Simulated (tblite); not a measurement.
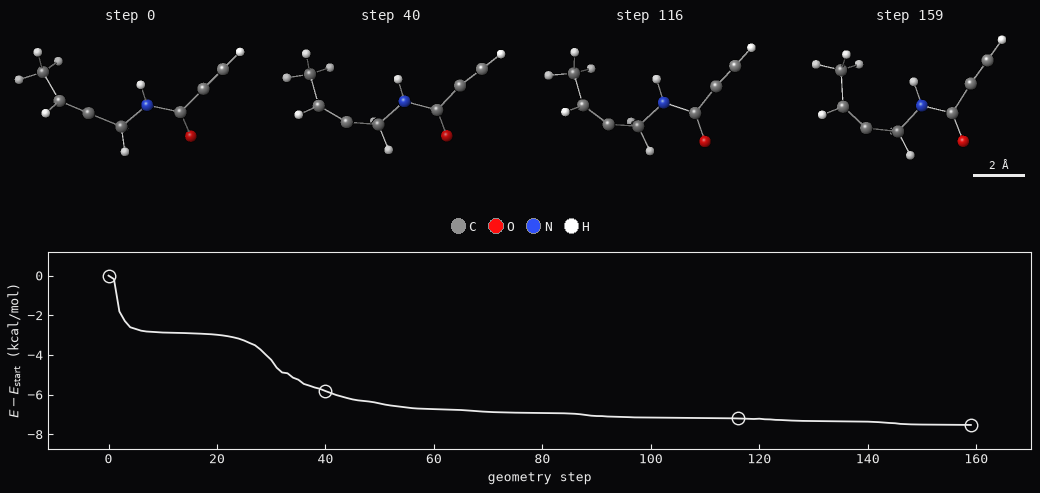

Frames of a relaxation of C7H8NO (multiplicity 2), marked on the history of the run. A ball-and-stick model, seen at a tilt.

The calculation used GFN2-xTB geometry optimisation, gas phase (tblite 0.8.0). 

### Describe the path.

After 159 geometry steps the energy has fallen by 7.53 kcal/mol. An H atom moves most after the best rigid fit: 1.22 Å. By element the largest moves are H 1.22 Å, O 1.09 Å, C 0.79 Å, N 0.51 Å. Among the contacts that change: C–C 1.485 → 1.518 Å, C–N 1.378 → 1.357 Å, C–C 1.429 → 1.448 Å, C–O 1.230 → 1.212 Å. Among the angles between lasting bonds that change: C–C–C 179.4° → 143.6°, C–C–H 116.9° → 113.2°, N–C–C 109.1° → 112.4°. Groups turn about C–N by about 50°. From step 0 to 40: C and H atoms move most (0.54 Å), energy −5.82 kcal/mol. From step 40 to 116: the O atom moves most (0.57 Å), energy −1.38 kcal/mol. From step 116 to 159: an H atom moves most (0.62 Å), energy −0.33 kcal/mol.
